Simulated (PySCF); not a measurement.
**BH2F (SMILES [H]B([H])F) at PBE0/STO-3G**

Aim: the vertical ionisation energy of BH2F at PBE0/STO-3G, from 2 runs. Input form: a Python script.

Program for the calculation: PySCF 2.14.0.

7 further runs of the same task are left out: 7 set aside as unsound or not needed.

### Step 1. The structure to begin with

BH2F: 4 atoms, total charge 0, spin state singlet. As SMILES, `[H]B([H])F`. The coordinates come from a GFN2-xTB relaxation.

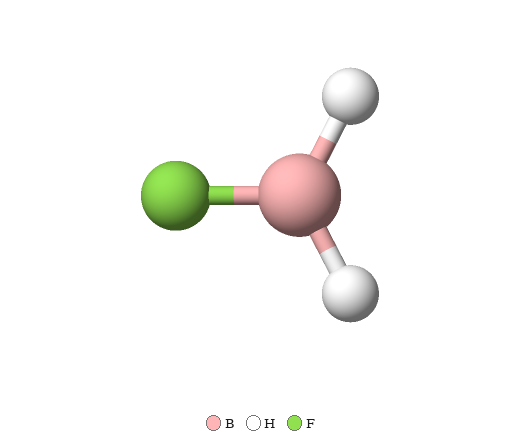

Viewed from a chosen angle; boron pink, hydrogen white, fluorine green.

### Step 2. A single-point energy at PBE0/STO-3G

run.py reads:

```python
from pyscf import gto, dft

mol = gto.M(
    atom='''
B        0.029990       0.049200       0.000600
H        1.198420      -0.033970       0.015630
H       -0.578270       1.050180      -0.019450
F       -0.650140      -1.065400       0.003230
''',
    max_memory=1860,
    basis='sto-3g',
    charge=0,
    verbose=3,
)

mf = dft.RKS(mol, xc='pbe0')
mf.grids.level = 5
mf.conv_tol = 1e-10
mf.kernel()
if not mf.converged:
    mf = mf.newton().run(mf.mo_coeff, mf.mo_occ)

e_tot = mf.e_tot
print('E(%s) = %.9f' % ('PBE0', e_tot))
```

Command:

```console
$ OMP_NUM_THREADS=1 python run.py
```

What it wrote:

```text
converged SCF energy = -124.043099250807
E(PBE0) = -124.043099251
```

Wall time 1.6 s (1 thread of Arm Neoverse V1, shared host); peak memory 0.17 GiB.

### Step 3. The doublet cation, same level

input.py reads:

```python
from pyscf import gto, dft

mol = gto.Mole()
mol.atom = [
    ('B', (0.029990, 0.049200, 0.000600)),
    ('H', (1.198420, -0.033970, 0.015630)),
    ('H', (-0.578270, 1.050180, -0.019450)),
    ('F', (-0.650140, -1.065400, 0.003230)),
]
mol.max_memory = 1860
mol.basis = 'sto-3g'
mol.spin = 1
mol.charge = 1
mol.verbose = 3
mol.build()

mf = dft.UKS(mol, xc='pbe0')
mf.grids.level = 5
mf.conv_tol = 1e-10
mf.kernel()
if not mf.converged:
    mf = mf.newton().run(mf.mo_coeff, mf.mo_occ)

energy = mf.e_tot
print('E(%s) = %.9f' % ('PBE0', energy))
```

Command:

```console
$ OMP_NUM_THREADS=1 python input.py
```

What it wrote:

```text
converged SCF energy = -123.655677828989  <S^2> = 0.75442314  2S+1 = 2.0044183
E(PBE0) = -123.655677829
```

It took 2.6 s on 1 thread of Arm Neoverse V1, shared host; peak memory 0.18 GiB.

### Step 4. What came out

Level: PBE0/STO-3G.

```
                                          quantity          value
                        singlet BH2F: total energy  -124.04310 Eh
                       singlet BH2F: dipole moment         0.34 D
                         singlet BH2F: HOMO energy       -6.47 eV
                         singlet BH2F: LUMO energy        2.49 eV
                       singlet BH2F: HOMO–LUMO gap        8.96 eV
                      doublet cation: total energy  -123.65568 Eh
doublet cation: HOMO energy (highest over α and β)      -19.02 eV
 doublet cation: LUMO energy (lowest over α and β)      -14.55 eV
                              doublet cation: ⟨S²⟩          0.754
vertical ionisation energy (to the doublet cation)      10.542 eV
```

In words: Removing an electron at fixed nuclei costs 10.54 eV (243 kcal/mol). −ε(HOMO) before ionisation, 6.47 eV, is 4.07 eV below this ionisation energy. In a minimal basis such a difference can be off by several eV, whatever the method. Mulliken charges (singlet BH2F) run from -0.08 on F4 to +0.18 on B1; they depend strongly on the basis.
